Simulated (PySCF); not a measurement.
System: Cl2H4N2Si (Si(NH2)2Cl2).

The calculation's input:

```
{"job": {"kind": "uv", "xc": "PBE0", "basis": "def2-SVPD", "ip": false, "nstates": 10}, "charge": 0, "multiplicity": 1}
Si    -0.349212    -0.031029    -0.263854
N     -0.362565    -0.011992     1.436464
H      0.099111     0.739878     1.935536
H     -1.161513    -0.379679     1.939798
N      1.253999     0.038569    -0.824846
H      1.935786    -0.643532    -0.513389
H      1.449916     0.385459    -1.756282
Cl    -1.293997     1.550404    -1.208493
Cl    -1.438776    -1.717518    -0.770604
```

Run with:

```sh
OMP_NUM_THREADS=1 python probes_run.py task.json out
```

Geometry: PBE0-D3(BJ)/def2-SVP.

Theory: PBE0/def2-SVPD, SCF density, gas phase (PySCF).

Question: What will maps of the electron density and electron localisation function show?

Answer: Si–N (1.70 Å): the density is about 1.1 e/Å³ at the midpoint; the ELF peaks at about 0.90 between the atoms (a polar covalent bond).
Si–Cl (2.07 Å): ρ at the midpoint is about 0.85 e/Å³; the ELF peaks at about 0.90 between the atoms; a shared but strongly polarised pair.
N–H (1.01 Å): ρ at the midpoint is about 2.8 e/Å³; the ELF climbs to about 1 towards the hydrogen, as it does in any bond to H: a covalent bond by its length.

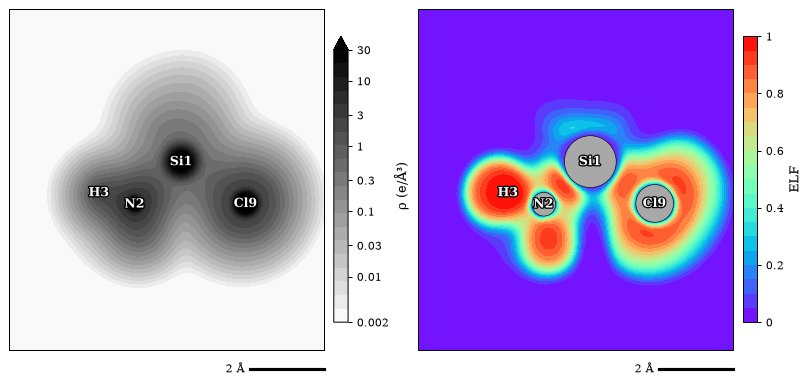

Computed electron density and electron localisation function on the plane of atoms N2, Si1 and Cl9, in this order. Grey discs cover the atomic cores in the ELF map. 
